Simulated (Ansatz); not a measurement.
Start from BN in the zinc blende structure (space group F-43m, No. 216; a = 3.6241 Å).

Modification: the cell is scaled by 0.9735 in all directions; the atoms relax in the strained cell.

Calculations: PBE, PAW, 420 eV (Ansatz, an electronic-structure program; without spin-orbit coupling), earlier PAW set.

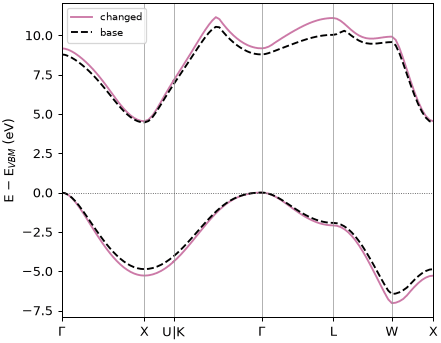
Figure: Highest valence and lowest conduction band along the path, each from its own valence-band maximum

### Question
Read the changed gap and its character from the plot.

### Answer
About 4.5 eV, indirect, Γ → X.

Whether these cells are dynamically stable was not tested.
